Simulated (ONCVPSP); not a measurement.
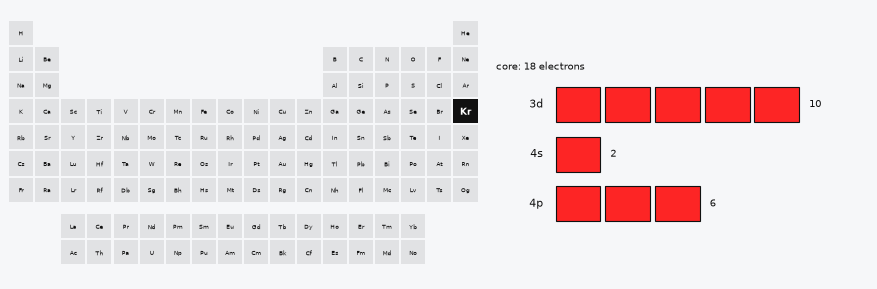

Left, the place of krypton in the periodic table; right, the valence shells of the reference configuration: a box for each of the 2l + 1 orbitals, shaded by the share of the shell that is filled, with the electron count at the right.

## Pseudopotential generation, with input and output: Kr

System: krypton (Kr, Z = 36), core [Ar], reference valence 3d10 4s2 4p6, valence charge 18.
Method: ONCV potential, PBE, scalar-relativistic, made with ONCVPSP 4.0.1.

**Results in brief**

- outcome: generated, with a ghost state
- cutoffs needed: 112 Ha and 130 Ha (the cutoffs at which the residual kinetic energy of the hardest occupied pseudo-wave falls to 1 and 0.1 mHa per electron)
- ghost test: GHOST(-) flagged for s at -152.7 eV; no localised positive-energy state flagged
- configuration tests: 1 of 4 tests not solved
- rms error of d²Exc/dni dnj: 7.69 mHa without and 0.24 mHa with the model core
- largest excitation error among the tests solved: +91 meV (all-electron minus pseudo) for 3d10 4s2 4p3
- clearest signs, in the scattering phases, of states that the all-electron atom lacks: p near 1.3 Ha
- range over which the phases arctan(r R′/R) at the test radius agree within 0.05 rad (a looser test near the poles than one of phase shifts): s: over the whole range computed; p: between about -2.2 and 0.4 Ha; d: up to about 0.7 Ha; f: not judged, local potential alone
- hardware: 1 CPU thread, shared host
- wall time: 3.8 s

**Remarks**

The potential has a bound ghost state, so it can't be used as it stands. Warnings of the program, in the generation or the tests: psatom: WARNING lschvkbb convergence error n,l,iter= 1 0 30.

**The input**
```
# ATOM AND REFERENCE CONFIGURATION
# atsym  z   nc   nv     iexc    psfile
  Kr 36.00    5    3        4      upf
#
#   n    l    f
    1    0    2.00
    2    0    2.00
    2    1    6.00
    3    0    2.00
    3    1    6.00
    3    2   10.00
    4    0    2.00
    4    1    6.00
#
# PSEUDOPOTENTIAL AND OPTIMIZATION
# lmax
    2
#
#   l,   rc,      ep,       ncon, nbas, qcut
    0    1.20    0.00    4    9    6.70
    1    1.25    0.00    5    8    5.90
    2    1.00    0.00    5   10   15.90
#
# LOCAL POTENTIAL
# lloc, lpopt,  rc(5),   dvloc0
    4    1    0.75    0.00
#
# VANDERBILT-KLEINMAN-BYLANDER PROJECTORs
# l, nproj, debl
    0    2    3.80
    1    1    0.90
    2    1    3.90
#
# MODEL CORE CHARGE
# icmod, fcfact, rcfact
    4    0.75    0.00
#
# LOG DERIVATIVE ANALYSIS
# epsh1, epsh2, depsh
   -4.00    5.00    0.02
#
# OUTPUT GRID
# rlmax, drl
    6.00    0.01
#
# TEST CONFIGURATIONS
# ncnf
    4
# nvcnf
#   n    l    f
    3
    3    2   10.00
    4    0    2.00
    4    1    5.00
#
    3
    3    2   10.00
    4    0    2.00
    4    1    4.00
#
    3
    3    2   10.00
    4    0    2.00
    4    1    3.00
#
    3
    3    2    9.00
    4    0    2.00
    4    1    6.00
#
```

Run as:
```bash
oncvpsp.x < Kr.dat > Kr.out
```

**Log (extracts)**
```
ONCVPSP  (Optimized Norm-Conservinng Vanderbilt PSeudopotential)
scalar-relativistic version 4.0.1

#   n    l    f        energy (Ha)
    1    0    2.00    -5.2032028E+02
    2    0    2.00    -6.8518086E+01
    2    1    6.00    -6.0579984E+01
    3    0    2.00    -9.7006950E+00
    3    1    6.00    -7.1731145E+00
    3    2   10.00    -2.9914478E+00
    4    0    2.00    -8.4703761E-01
    4    1    6.00    -3.3983738E-01

Reference configufation results
  iterations    24
  all-electron total energy (Ha)   -2.79026522D+03

Begin loop to  construct optimized pseudo wave functions
and semi-local pseudopoentials for all angular momenta

   Wellstate for l =  0  n =  6
     eigenvalue =   2.9530
     asymptotic potential =   3.4530
     half-point radius =  2.9634

Calculating optimized projector #   1

 for l=   0

    Fraction of norm inside rc  0.263046
    Optimizing pswf for qcut=   6.70 a_B^-1,  ecut=  22.46 Ha
    Residual kinetic energy error=  3.55D-04 Ha

    Energy error per electron        Cutoff
         Ha          eV             Ha
         0.01000     0.27211       10.75
         0.00100     0.02721       14.60
         0.00010     0.00272      128.06
         0.00001     0.00027      170.84

Calculating optimized projector #   2

 for l=   0

    Fraction of norm inside rc  0.071607
    Optimizing pswf for qcut=   6.70 a_B^-1,  ecut=  22.46 Ha
    Residual kinetic energy error=  8.15D-04 Ha

    Energy error per electron        Cutoff
         Ha          eV             Ha
         0.01000     0.27211       16.13
         0.00100     0.02721       22.06
         0.00010     0.00272       41.43
         0.00001     0.00027      200.59

Calculating optimized projector #   1

 for l=   1

    Fraction of norm inside rc  0.168026
    Optimizing pswf for qcut=   5.90 a_B^-1,  ecut=  17.38 Ha
    Residual kinetic energy error=  1.46D-02 Ha

    Energy error per electron        Cutoff
         Ha          eV             Ha
         0.01000     0.27211       27.83
         0.00100     0.02721      110.83
         0.00010     0.00272      129.51
         0.00001     0.00027      143.39

Calculating optimized projector #   1

 for l=   2

    Fraction of norm inside rc  0.933620
    Optimizing pswf for qcut=  15.88 a_B^-1,  ecut= 126.16 Ha
    Residual kinetic energy error=  7.49D-05 Ha

    Energy error per electron        Cutoff
         Ha          eV             Ha
         0.01000     0.27211       98.96
         0.00100     0.02721      112.39
         0.00010     0.00272      124.99
         0.00001     0.00027      348.91

Construct Vanderbilt / Kleinmman-Bylander projectors

B matrix Hermiticity error, ll=   0
   1   2   -3.4101E-04

  Orthonormal projector coefficients  1.4513E+01  7.8442E+00

Model core correction analysis
  based on d2Exc/dn_idn_j

d2excae - all-electron derivatives

   -4.340547D-02   -5.896894D-03   -3.434063D-03
   -5.896754D-03   -2.970240D-02   -2.402114D-02
   -3.434047D-03   -2.402133D-02   -2.319000D-02

d2excps - pseudofunction derivatives with no core correction

   -6.642736D-02   -6.153626D-03   -3.610719D-03
   -6.153521D-03   -3.072817D-02   -2.439298D-02
   -3.610768D-03   -2.439334D-02   -2.327253D-02

rms 2nd derivative error    7.685029E-03

rmatch, rhocmatch    0.3779  118.4336

Coarse scan for minimum error
  matrix elements: rms 2nd-derivative errors (mHa)
  column index : amplitude prefactor to rhocmatch
  row index : scale prefactor to rmatch

         1.500  2.000  2.500  3.000  3.500  4.000  4.500  5.000  5.500  6.000

  1.0    7.277  7.164  7.127  7.132  7.152  7.175  7.193  7.205  7.211  7.212
  1.1    6.979  6.826  6.779  6.774  6.775  6.770  6.756  6.734  6.705  6.670
  1.2    6.653  6.452  6.363  6.307  6.252  6.191  6.121  6.045  5.964  5.881
  1.3    6.288  6.011  5.840  5.702  5.568  5.430  5.290  5.148  5.006  4.865
  1.4    5.865  5.485  5.207  4.967  4.738  4.515  4.297  4.084  3.876  3.673
  1.5    5.381  4.877  4.478  4.127  3.800  3.489  3.193  2.909  2.638  2.379
  1.6    4.840  4.203  3.680  3.219  2.797  2.405  2.038  1.693  1.371  1.070
  1.7    4.254  3.484  2.843  2.282  1.776  1.316  0.899  0.532  0.290  0.390
  1.8    3.641  2.745  1.998  1.352  0.788  0.334  0.361  0.744  1.135  1.504
  1.9    3.019  2.010  1.176  0.488  0.318  0.817  1.317  1.779  2.202  2.592

Nelder-Mead iteration
 converged in  30 steps
amplitude prefactor, scale prefactor
    3.6952    1.8516

Optimized Teter model core charge

d2excps - pseudofunction derivatives with core correction

   -4.347098D-02   -5.708548D-03   -3.222646D-03
   -5.708486D-03   -3.026263D-02   -2.417620D-02
   -3.222669D-03   -2.417651D-02   -2.316745D-02

rms 2nd derivative error    2.420016E-04

Pseudoatom total energy -172.988059

Diagnostic tests using Vanderbilt-Kleinman-Bylander pseudopotentials
  1 or more projectors used as specified by nproj input data

   l    rcore       rmatch      e in        delta e   norm test  slope test

   0   1.2062265   1.2428501  -0.8470376  -0.0000025   1.0000804   1.0000314
run_diag: lschvkbbe ERROR   2   1   0  60  2.95296239E+00  2.60766615E+00
   0   1.2062265   1.2428501   2.9529624  -0.3452962   0.1493706   0.1848805

   1   1.2503072   1.2882692  -0.3398374   0.0000094   1.0000155   0.9999990

   2   1.0020547   1.0324793  -2.9914478  -0.0000175   0.9999804   1.0000164

 Testing for bound ghosts
   n   l    E NL Schr. Eq   E Basis Diag.   E Cutoff

       0                       -5.610301    238.04  WARNING - GHOST(-)
   1   0       -0.847040       -0.831652    238.04

   2   1       -0.339828       -0.295013    140.55

   3   2       -2.991465       -2.991392    442.80

 Testing for highly-localized positive-energy ghosts
       l    <radius>/rc     E Basis Diag.   E Cutoff

Test configuration 0

   n   l     f        eae           eps        diff
   1   0  2.0000 -520.32028468
   2   0  2.0000  -68.51808634
   2   1  6.0000  -60.57998449
   3   0  2.0000   -9.70069501
   3   1  6.0000   -7.17311446
   3   2 10.0000   -2.99144784   -2.99146531   -1.75D-05
   4   0  2.0000   -0.84703761   -0.84704008   -2.48D-06
   4   1  6.0000   -0.33983738   -0.33982803    9.35D-06

    Total energies and differences
      AE_ref= -2.79026522D+03  AE_tst= -2.79026522D+03  dif=  0.00D+00
      PS_ref= -1.72988059D+02  PS_tst= -1.72988059D+02  dif=  1.73D-12
      PSP excitation error= -1.73D-12

Test configuration 1

   n   l     f        eae           eps        diff
   1   0  2.0000 -520.76458366
   2   0  2.0000  -68.95881877
   2   1  6.0000  -61.02119185
   3   0  2.0000  -10.13850823
   3   1  6.0000   -7.61084263
   3   2 10.0000   -3.42870704   -3.42185887    6.85D-03
   4   0  2.0000   -1.24880826   -1.24771764    1.09D-03
   4   1  5.0000   -0.71839430   -0.71770437    6.90D-04

    Total energies and differences
      AE_ref= -2.79026522D+03  AE_tst= -2.78974012D+03  dif=  5.25D-01
      PS_ref= -1.72988059D+02  PS_tst= -1.72463163D+02  dif=  5.25D-01
      PSP excitation error=  2.07D-04

Test configuration 2

   n   l     f        eae           eps        diff
   1   0  2.0000 -521.27501550
   2   0  2.0000  -69.46259098
   2   1  6.0000  -61.52582510
   3   0  2.0000  -10.63679031
   3   1  6.0000   -8.10893806
   3   2 10.0000   -3.92592181   -3.90939639    1.65D-02
   4   0  2.0000   -1.69334128   -1.69046249    2.88D-03
   4   1  4.0000   -1.13844009   -1.13666303    1.78D-03

    Total energies and differences
      AE_ref= -2.79026522D+03  AE_tst= -2.78881494D+03  dif=  1.45D+00
      PS_ref= -1.72988059D+02  PS_tst= -1.71539027D+02  dif=  1.45D+00
      PSP excitation error=  1.25D-03

Test configuration 3

   n   l     f        eae           eps        diff
   1   0  2.0000 -521.84340590
   2   0  2.0000  -70.02081894
   2   1  6.0000  -62.08534872
   3   0  2.0000  -11.18657568
   3   1  6.0000   -8.65841565
   3   2 10.0000   -4.47406529   -4.44613965    2.79D-02
   4   0  2.0000   -2.17200596   -2.16682135    5.18D-03
   4   1  3.0000   -1.59208341   -1.58920260    2.88D-03

    Total energies and differences
      AE_ref= -2.79026522D+03  AE_tst= -2.78745248D+03  dif=  2.81D+00
      PS_ref= -1.72988059D+02  PS_tst= -1.70178673D+02  dif=  2.81D+00
      PSP excitation error=  3.36D-03

Test configuration 4

psatom: WARNING lschvkbb convergence error n,l,iter=   1   0  30
ea(ii),et,emin,emax -1.093866E+00 -1.110210E+00 -1.110210E+00 -1.110210E+00
run_config: WARNING for fully non-local PS atom, stg. 1
 WARNING no output for configuration 5
```

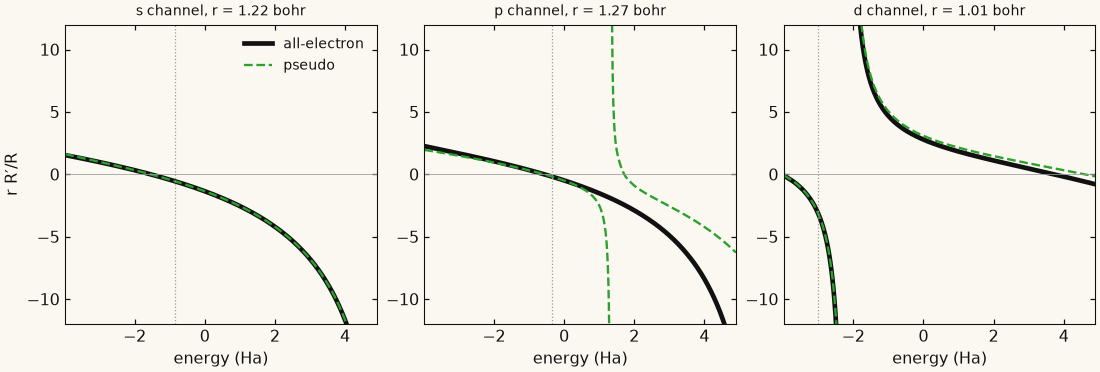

Logarithmic derivatives r R′/R at the test radius against energy, all-electron atom (solid) and pseudo-atom (dashed). Here R(r) is the radial function. The dotted line marks the reference energy of the channel. Not drawn: f: not judged.

- Poles, where the radial function vanishes at the test radius: s: all-electron at no energy in the range, pseudo at no energy in the range; p: all-electron at no energy in the range, pseudo at 1.3 Ha; d: all-electron at -2.2 Ha, pseudo at -2.2 Ha.
- Zeros of the logarithmic derivative: s: all-electron -1.5 Ha, pseudo -1.5 Ha; p: all-electron -0.6 Ha, pseudo -0.6 and 1.7 Ha; d: all-electron 3.7 Ha, pseudo 4.6 Ha. The potential isn't sound: its ghost test gives GHOST(-) flagged for s at -152.7 eV; no localised positive-energy state flagged.

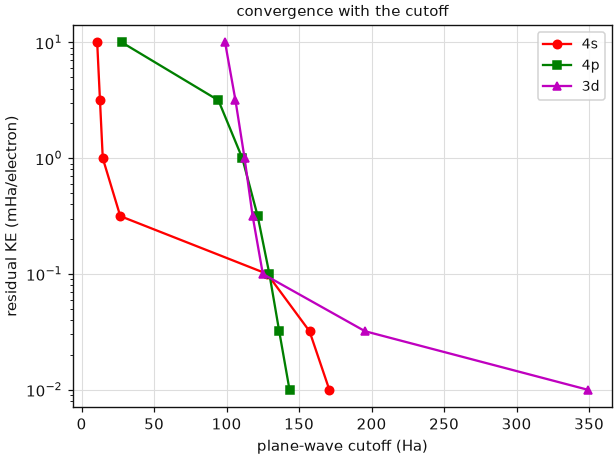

Residual kinetic energy of the pseudo-waves (the first of each channel, and further valence shells) beyond the plane-wave cutoff, as the generator prints it.

- Cutoffs for 1 mHa per electron: 3d: 112 Ha; 4p: 111 Ha; 4s: 15 Ha.
- Cutoffs for the occupied states: 112 Ha for 1 mHa and 130 Ha for 0.1 mHa per electron. The first is set by 3d.

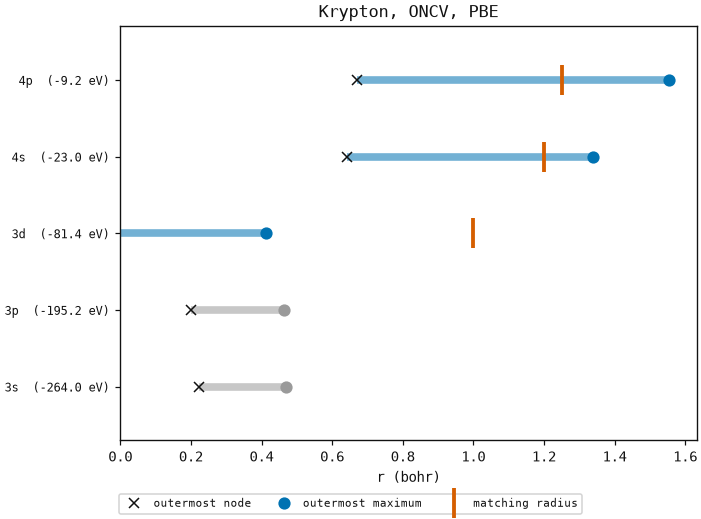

Outer shells of the all-electron reference atom: each bar runs from the outermost node (or the nucleus) to the outermost maximum of u(r); the tick is the radius chosen for the pseudo-wave. Shells without a tick have no pseudo-wave of their own. Levels, nodes and maxima are from ld1.x, scalar-relativistic.

- Radii against the shells: 3d: 1.00 bohr, outside the maximum; 4s: 1.20 bohr, between node and maximum; 4p: 1.25 bohr, between node and maximum.

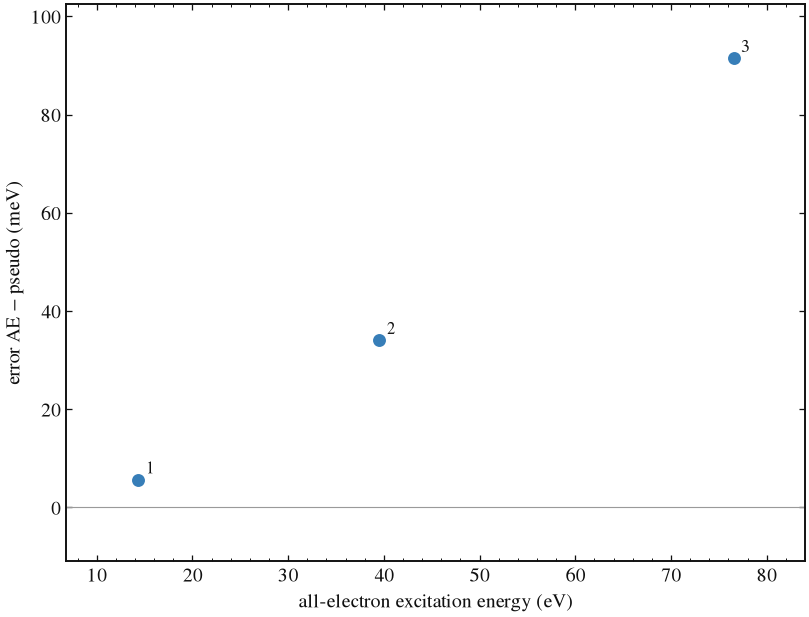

Errors, all-electron minus pseudo, of the energies of valence configurations relative to the unpolarised reference 3d10 4s2 4p6. Points: 1 = 3d10 4s2 4p5; 2 = 3d10 4s2 4p4; 3 = 3d10 4s2 4p3. Not all tests gave a result: 1 of 4 tests not solved.

- Worst configuration: 3d10 4s2 4p3 (charge +3): the error is +91 meV on an all-electron energy of +76.54 eV relative to the reference, or 0.12 %.
- Configurations within 10 meV and within 50 meV: 1 and 2 of 3.
- Errors in meV: 3d10 4s2 4p5: +5.6; 3d10 4s2 4p4: +34; 3d10 4s2 4p3: +91.
